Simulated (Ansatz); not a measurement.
**H₂Cl (doublet): correlated methods under varied settings at distance Cl1–H2 along a hydrogen transfer = 1.702 Å**

What do other methods and options give for H₂Cl (doublet) at this geometry, and how long do they take?

Program: Ansatz 0.2.0, Gaussian basis. Level of theory: the settings change from run to run. These are calculated values, not measurements.

3 further runs of the same task are left out: 3 that didn't finish.

### Step 1. The system

The geometry derives from fragments relaxed apart (PBE0/def2-TZVP) and kept rigid, so it is no stationary point. A hydrogen atom is moved between rigid fragments.

3 atoms, charge 0, spin multiplicity 2.

Atoms are counted from 1 here; the program's logs count them from 0.

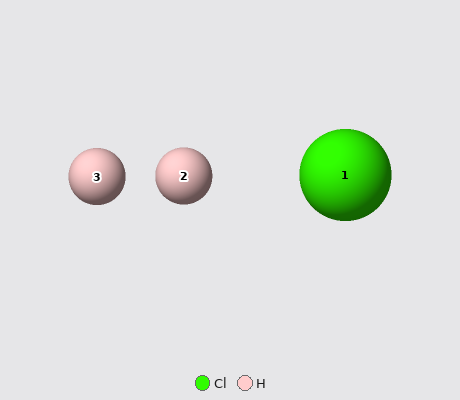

The structure; chlorine green, hydrogen pink; atoms are numbered from 1 in the order of the file.

### Step 2. CASCI(7,6)/6-31++G**

in.yaml

```yaml
crystal:
  periodic: [false, false, false]
  atoms:
    - {symbol: Cl, position_ang: [0.000000, 0.000000, -1.439333]}
    - {symbol: H, position_ang: [0.000000, 0.000000, 0.262667]}
    - {symbol: H, position_ang: [0.000000, 0.000000, 1.176667]}
basis:
  gaussian: {orbitals: "6-31++G**"}
magnetization: {spin_polarized: false, initial_magnetization: 1}
correlation: {active_space: {window: {electrons: 7, orbitals: 6}, fixed_orbitals: true, states: [{multiplicity: 2, weights: [1, 1, 0.5]}]}}
output: {forces: true}
```

Launch:

```bash
> ansatz run in.yaml --threads 1 --pin off --events-out ev --progress --plain --max-ram 2393MiB
```

Log:

```text
Functional definition: HF
  name "HF"
  cite "Fock, Z. Phys. 61, 126 (1930) doi:10.1007/BF01340294"
  parent pbe
  exchange = exact_x
  correlation = 0
525 factors; integrals over basis functions are off by at most 1.6e-7 eV
mean field evaluation 1: about -12531.1525 eV, gradient 8.4e0 eV
mean field evaluation 2: about -12531.1565 eV, gradient 8.4e0 eV
mean field evaluation 4: about -12531.8004 eV, gradient 1.4e0 eV
mean field evaluation 8: about -12531.8818 eV, gradient 8.8e-2 eV
mean field evaluation 16: about -12531.2459 eV, gradient 1.5e-1 eV
mean field evaluation 32: about -12531.8217 eV, gradient 1.2e0 eV
mean field -12531.88189232 eV, -460.5381651281 hartree, gradient 2.3e-6 eV, S^2 0.750000; 9 other end points of the search recorded, 0 dependent functions left out
reference -12531.88189232 eV, -460.5381651281 hartree; 10, 9 occupied and 25, 26 virtual orbitals, 525 factors
state -12531.89983372 eV, -460.5388244623 hartree
state -12531.14531588 eV, -460.5110964432 hartree
state -12531.14531588 eV, -460.5110964432 hartree
the calculation of the forces begins
Total energy: -12531.44712302 eV, -460.5221876509 hartree
Atom 0 at     0.000000     0.000000    -1.439333 Å, force    -0.000000    -0.000000    -2.998346 eV/Å
Atom 1 at     0.000000     0.000000     0.262667 Å, force     0.000000     0.000000     6.284132 eV/Å
Atom 2 at     0.000000     0.000000     1.176667 Å, force    -0.000000    -0.000000    -3.285786 eV/Å
Dipole moment:    -0.000000     0.000000    -0.104269 e Å
```

Run time: 0.45 s. Hardware: 1 thread of Intel Xeon 6975P-C, shared host.

From the report: 76 determinants; active occupations (of the averaged states) 2.00, 1.80, 1.60, 1.60, 0.00, 0.00.

### Step 3. MRCISD+Q(relaxed)(1,2)/6-31++G**

in.yaml

```yaml
crystal:
  periodic: [false, false, false]
  atoms:
    - {symbol: Cl, position_ang: [0.000000, 0.000000, -1.439333]}
    - {symbol: H, position_ang: [0.000000, 0.000000, 0.262667]}
    - {symbol: H, position_ang: [0.000000, 0.000000, 1.176667]}
basis:
  gaussian: {orbitals: "6-31++G**"}
magnetization: {spin_polarized: false, initial_magnetization: 1}
correlation: {method: fic_mrcisd_q_relaxed, electrons: outside_noble_gas, active_space: {window: {electrons: 1, orbitals: 2}}}
accuracy: high
scf: {lower_state_search: off}
```

Same command.

Log (excerpt; [...] marks lines left out):

```text
Functional definition: HF
  name "HF"
  cite "Fock, Z. Phys. 61, 126 (1930) doi:10.1007/BF01340294"
  parent pbe
[...]
576 factors; integrals over basis functions are off by at most 3.9e-9 eV
[...]
mean field -12531.88189233 eV, -460.5381651285 hartree, gradient 3.8e-8 eV, S^2 0.750000; 0 other end points of the search recorded, 0 dependent functions left out
reference -12531.88189233 eV, -460.5381651285 hartree; 10, 9 occupied and 25, 26 virtual orbitals, 576 factors
state -12531.88189233 eV, -460.5381651285 hartree
contracted CI cycle   1: correlation 0.00000000 eV, 0.0000000000 hartree, residual 1.85e1 eV
contracted CI cycle   2: correlation -4.39077233 eV, -0.1613579069 hartree, residual 2.33e0 eV
contracted CI cycle   3: correlation -4.49360371 eV, -0.1651368904 hartree, residual 6.66e-1 eV
contracted CI cycle   4: correlation -4.50252355 eV, -0.1654646885 hartree, residual 1.91e-1 eV
[...]
contracted CI cycle   7: correlation -4.50390971 eV, -0.1655156290 hartree, residual 9.10e-3 eV
contracted CI cycle   8: correlation -4.50391120 eV, -0.1655156837 hartree, residual 2.16e-3 eV
contracted CI cycle   9: correlation -4.50391127 eV, -0.1655156862 hartree, residual 5.53e-4 eV
contracted CI cycle  10: correlation -4.50391127 eV, -0.1655156863 hartree, residual 1.47e-4 eV
contracted CI cycle  11: correlation -4.50391127 eV, -0.1655156863 hartree, residual 4.49e-5 eV
contracted CI cycle  12: correlation -4.50391127 eV, -0.1655156863 hartree, residual 1.28e-5 eV
contracted CI cycle  13: correlation -4.50391127 eV, -0.1655156863 hartree, residual 3.53e-6 eV
state -12531.88189233 eV, -460.5381651285 hartree; corrected -12536.72417536 eV, -460.7161157476 hartree
WARN: 1 active orbitals are nearly empty or full. The corrections depend on them more than the energy does, and are more stable in an active space without them
Total energy: -12536.72417536 eV, -460.7161157476 hartree
Checks for a lower state left out: stability, starts, cluster_reference, orbital_swaps, neighbouring_geometries, increment
```

Wall time 0.45 s (1 thread of Intel Xeon 6975P-C, shared host).

From the report: 2 determinants; active occupations 1.00, 0.00. The report marks this result as in doubt.

### Step 4. HF/STO-3G

in.yaml

```yaml
crystal:
  periodic: [false, false, false]
  atoms:
    - {symbol: Cl, position_ang: [0.000000, 0.000000, -1.439333]}
    - {symbol: H, position_ang: [0.000000, 0.000000, 0.262667]}
    - {symbol: H, position_ang: [0.000000, 0.000000, 1.176667]}
basis:
  gaussian: {orbitals: STO-3G, point_charges: [{charge: 0.50, position_ang: [3.017, -0.996, -0.365]}]}
magnetization: {spin_polarized: true, initial_magnetization: 1}
hamiltonian: {xc: hf}
output: {orbitals: {seedname: orbitals}}
```

The command is unchanged.

Log:

```text
Functional definition: HF
  name "HF"
  cite "Fock, Z. Phys. 61, 126 (1930) doi:10.1007/BF01340294"
  parent pbe
  exchange = exact_x
  correlation = 0
115 factors; integrals over basis functions are off by at most 3.0e-5 eV
mean field evaluation 1: about -12396.5474 eV, gradient 8.0e0 eV
mean field evaluation 2: about -12396.5594 eV, gradient 8.0e0 eV
mean field evaluation 4: about -12397.9360 eV, gradient 1.4e0 eV
mean field evaluation 8: about -12397.9797 eV, gradient 2.1e-3 eV
mean field evaluation 16: about -12397.7448 eV, gradient 7.7e-1 eV
mean field evaluation 32: about -12396.5726 eV, gradient 7.4e0 eV
mean field evaluation 64: about -12390.7941 eV, gradient 9.5e0 eV
mean field -12397.97966739 eV, -455.6173491241 hartree, gradient 1.2e-5 eV, S^2 0.779738; 2 other end points of the search recorded, 0 dependent functions left out
reference -12397.97966739 eV, -455.6173491241 hartree; 10, 9 occupied and 1, 2 virtual orbitals, 115 factors
Total energy: -12397.97966739 eV, -455.6173491241 hartree
```

Wall time 0.06 s (1 thread of Intel Xeon 6975P-C, shared host).

From the report: ⟨S²⟩ of the determinant 0.780 (pure doublet: 0.75).

### Step 5. CISDT/6-31G

in.yaml

```yaml
crystal:
  periodic: [false, false, false]
  atoms:
    - {symbol: Cl, position_ang: [0.000000, 0.000000, -1.439333]}
    - {symbol: H, position_ang: [0.000000, 0.000000, 0.262667]}
    - {symbol: H, position_ang: [0.000000, 0.000000, 1.176667]}
basis:
  gaussian: {orbitals: 6-31G}
magnetization: {spin_polarized: false, initial_magnetization: 1}
correlation: {active_space: {ras: {orbitals: [4, 1, 7], electrons: 9, max_holes: 3, max_particles: 3}, fixed_orbitals: true}}
scf: {lower_state_search: full}
```

The command is unchanged.

Log:

```text
Functional definition: HF
  name "HF"
  cite "Fock, Z. Phys. 61, 126 (1930) doi:10.1007/BF01340294"
  parent pbe
  exchange = exact_x
  correlation = 0
204 factors; integrals over basis functions are off by at most 8.3e-4 eV
mean field evaluation 1: about -12530.7567 eV, gradient 8.7e0 eV
mean field evaluation 2: about -12530.7579 eV, gradient 8.7e0 eV
mean field evaluation 4: about -12531.5066 eV, gradient 1.5e0 eV
mean field evaluation 8: about -12531.6134 eV, gradient 2.1e-4 eV
mean field evaluation 16: about -12530.9505 eV, gradient 3.8e-4 eV
mean field evaluation 32: about -12530.9505 eV, gradient 8.9e-5 eV
mean field evaluation 64: about -12527.2649 eV, gradient 3.1e1 eV
mean field -12531.61335140 eV, -460.5282964313 hartree, gradient 1.8e-6 eV, S^2 0.750000; 10 other end points of the search recorded, 0 dependent functions left out
reference -12531.61335140 eV, -460.5282964313 hartree; 10, 9 occupied and 7, 8 virtual orbitals, 204 factors
state -12533.49386609 eV, -460.5974040715 hartree
Total energy: -12533.49386609 eV, -460.5974040715 hartree
```

Wall time 0.48 s (1 thread of Intel Xeon 6975P-C, shared host).

From the report: 5,076 determinants.

### Step 6. CASCI(5,3)/STO-3G

in.yaml

```yaml
crystal:
  periodic: [false, false, false]
  atoms:
    - {symbol: Cl, position_ang: [0.000000, 0.000000, -1.439333]}
    - {symbol: H, position_ang: [0.000000, 0.000000, 0.262667]}
    - {symbol: H, position_ang: [0.000000, 0.000000, 1.176667]}
basis:
  gaussian: {orbitals: STO-3G}
magnetization: {spin_polarized: false, initial_magnetization: 1}
correlation: {active_space: {window: {electrons: 5, orbitals: 3}, fixed_orbitals: true}}
```

Same command.

Log:

```text
Functional definition: HF
  name "HF"
  cite "Fock, Z. Phys. 61, 126 (1930) doi:10.1007/BF01340294"
  parent pbe
  exchange = exact_x
  correlation = 0
115 factors; integrals over basis functions are off by at most 3.0e-5 eV
mean field evaluation 1: about -12396.3833 eV, gradient 8.2e0 eV
mean field evaluation 2: about -12396.3950 eV, gradient 8.2e0 eV
mean field evaluation 4: about -12397.7003 eV, gradient 1.8e0 eV
mean field evaluation 8: about -12397.8044 eV, gradient 1.0e-5 eV
mean field evaluation 16: about -12397.1827 eV, gradient 4.6e-5 eV
mean field evaluation 32: about -12397.1827 eV, gradient 7.0e-6 eV
mean field -12397.80438756 eV, -455.6109077093 hartree, gradient 9.2e-7 eV, S^2 0.750000; 7 other end points of the search recorded, 0 dependent functions left out
reference -12397.80438756 eV, -455.6109077093 hartree; 10, 9 occupied and 1, 2 virtual orbitals, 115 factors
state -12397.80438756 eV, -455.6109077093 hartree
Total energy: -12397.80438756 eV, -455.6109077093 hartree
```

It took 0.09 s on 1 thread of Intel Xeon 6975P-C, shared host.

From the report: 1 determinant; active occupations 2.00, 2.00, 1.00. With so small a space the active step adds no correlation: the energy is the mean field's.

### Step 7. CCSDT on UHF/6-31G

in.yaml

```yaml
crystal:
  periodic: [false, false, false]
  atoms:
    - {symbol: Cl, position_ang: [0.000000, 0.000000, -1.439333]}
    - {symbol: H, position_ang: [0.000000, 0.000000, 0.262667]}
    - {symbol: H, position_ang: [0.000000, 0.000000, 1.176667]}
basis:
  gaussian: {orbitals: 6-31G}
magnetization: {spin_polarized: true, initial_magnetization: 1}
correlation: {method: ccsdt, electrons: outside_noble_gas}
scf: {lower_state_search: off}
```

The command is unchanged.

Log (excerpt; [...] marks lines left out):

```text
Functional definition: HF
  name "HF"
  cite "Fock, Z. Phys. 61, 126 (1930) doi:10.1007/BF01340294"
  parent pbe
[...]
315 factors; integrals over basis functions are off by at most 1.1e-7 eV
[...]
mean field -12531.79958124 eV, -460.5351402518 hartree, gradient 1.8e-6 eV, S^2 0.788839; 0 other end points of the search recorded, 0 dependent functions left out
5 core orbitals not correlated: weight in the atoms' cores, before any rotation towards them, 1.000 or more for the frozen orbitals, at most 0.000 for the correlated occupied ones
reference -12531.79958124 eV, -460.5351402518 hartree; 5, 4 occupied and 7, 8 virtual orbitals, 315 factors
second order -1.28719380 eV of doubles, -0.00000000 eV of singles
cycle   1  -1.53900529 eV  change   -2.5e-1 eV  update   4.5e-2
[...]
cycle  12  -1.72916032 eV  change    6.0e-7 eV  update   5.2e-7
Total energy: -12533.52874156 eV, -460.5986857215 hartree
Checks for a lower state left out: stability, starts, cluster_reference, orbital_swaps, neighbouring_geometries, increment
```

It took 0.57 s on 1 thread of Intel Xeon 6975P-C, shared host.

From the report: ⟨S²⟩ of the determinant 0.789 (pure doublet: 0.75); correlation -1.7292 eV; T1 0.014; largest double amplitude 0.10.

### Step 8. CCSDT on ROHF/def2-mTZVP

Edit in.yaml of step 7 so:

```diff
@@ -7,4 +7,4 @@
 basis:
-  gaussian: {orbitals: 6-31G}
-magnetization: {spin_polarized: true, initial_magnetization: 1}
+  gaussian: {orbitals: def2-mTZVP}
+magnetization: {spin_polarized: false, initial_magnetization: 1}
 correlation: {method: ccsdt, electrons: outside_noble_gas}
```

Launched as before.

Log (excerpt; [...] marks lines left out):

```text
Functional definition: HF
  name "HF"
  cite "Fock, Z. Phys. 61, 126 (1930) doi:10.1007/BF01340294"
  parent pbe
[...]
398 factors; integrals over basis functions are off by at most 2.2e-7 eV
[...]
mean field -12532.48240371 eV, -460.5602335145 hartree, gradient 2.2e-6 eV, S^2 0.750000; 0 other end points of the search recorded, 0 dependent functions left out
5 core orbitals not correlated: weight in the atoms' cores, before any rotation towards them, 1.000 or more for the frozen orbitals, at most 0.000 for the correlated occupied ones
reference -12532.48240371 eV, -460.5602335145 hartree; 5, 4 occupied and 18, 19 virtual orbitals, 398 factors
second order -3.99484150 eV of doubles, -0.11824240 eV of singles
cycle   1  -4.58464923 eV  change   -4.7e-1 eV  update   5.9e-2
[...]
cycle  13  -4.87560940 eV  change   -8.9e-7 eV  update   3.2e-7
Total energy: -12537.35801311 eV, -460.7394088552 hartree
Checks for a lower state left out: stability, starts, cluster_reference, orbital_swaps, neighbouring_geometries, increment
```

It took 0.96 s on 1 thread of Intel Xeon 6975P-C, shared host.

From the report: correlation -4.8756 eV; T1 0.031; largest double amplitude 0.08.

### Step 9. CCSDT(Q) on UHF/def2-mTZVP

in.yaml

```yaml
crystal:
  periodic: [false, false, false]
  atoms:
    - {symbol: Cl, position_ang: [0.000000, 0.000000, -1.439333]}
    - {symbol: H, position_ang: [0.000000, 0.000000, 0.262667]}
    - {symbol: H, position_ang: [0.000000, 0.000000, 1.176667]}
basis:
  gaussian: {orbitals: def2-mTZVP}
magnetization: {spin_polarized: true, initial_magnetization: 1}
correlation: {method: ccsdt_q, electrons: valence}
```

The command is unchanged.

Log (excerpt; [...] marks lines left out):

```text
Functional definition: HF
  name "HF"
  cite "Fock, Z. Phys. 61, 126 (1930) doi:10.1007/BF01340294"
  parent pbe
[...]
398 factors; integrals over basis functions are off by at most 2.2e-7 eV
[...]
mean field -12532.75929535 eV, -460.5704090947 hartree, gradient 3.5e-6 eV, S^2 0.797967; 7 other end points of the search recorded, 0 dependent functions left out
determinant -12532.75929535 eV, -460.5704090947 hartree, with singles and doubles -12537.28259693 eV, -460.7366373618 hartree
determinant -12531.93449141 eV, -460.5400981089 hartree, with singles and doubles -12536.32489277 eV, -460.7014423830 hartree
5 core orbitals not correlated: weight in the atoms' cores, before any rotation towards them, 1.000 or more for the frozen orbitals, at most 0.000 for the correlated occupied ones
reference -12532.75929535 eV, -460.5704090947 hartree; 5, 4 occupied and 18, 19 virtual orbitals, 398 factors
second order -3.85047750 eV of doubles, -0.00000000 eV of singles
cycle   1  -4.30505336 eV  change   -4.5e-1 eV  update   5.5e-2
[...]
cycle  13  -4.59922537 eV  change   -2.9e-7 eV  update   9.9e-7
perturbative correction -0.00636206 eV, -0.0002338015 hartree
Total energy: -12537.36488278 eV, -460.7396613110 hartree
```

Wall time 2.5 s (1 thread of Intel Xeon 6975P-C, shared host).

From the report: ⟨S²⟩ of the determinant 0.798 (pure doublet: 0.75); correlation -4.6056 eV; T1 0.016; largest double amplitude 0.07.

### Step 10. The runs in one table

 † marks a result that the program doubts.

```
                                        level         correlated  functions  energy (eV)    time
CASCI(7,6)/6-31++G** (mean of several states)                            35  -12531.4471  0.45 s
           MRCISD+Q(relaxed)(1,2)/6-31++G** †  outside noble gas         35  -12536.7242  0.45 s
            HF/STO-3G (beside a point charge)                            11  -12397.9797  0.06 s
                                  CISDT/6-31G            valence         17  -12533.4939  0.48 s
                            CASCI(5,3)/STO-3G                            11  -12397.8044  0.09 s
                           CCSDT on UHF/6-31G  outside noble gas         17  -12533.5287  0.57 s
                     CCSDT on ROHF/def2-mTZVP  outside noble gas         28  -12537.3580  0.96 s
                   CCSDT(Q) on UHF/def2-mTZVP            valence         28  -12537.3649   2.5 s
```

### Step 11. Results

```
quantity                                      value
    runs                                          8
quickest  HF/STO-3G (beside a point charge), 0.06 s
 slowest          CCSDT(Q) on UHF/def2-mTZVP, 2.5 s
```

**Reading.** Total energies in different bases, with other cores or another treatment of relativity can't be set against each other. CCSDT(Q) on UHF/def2-mTZVP took 41 times as long as HF/STO-3G (beside a point charge); the jobs differ in more than the method.
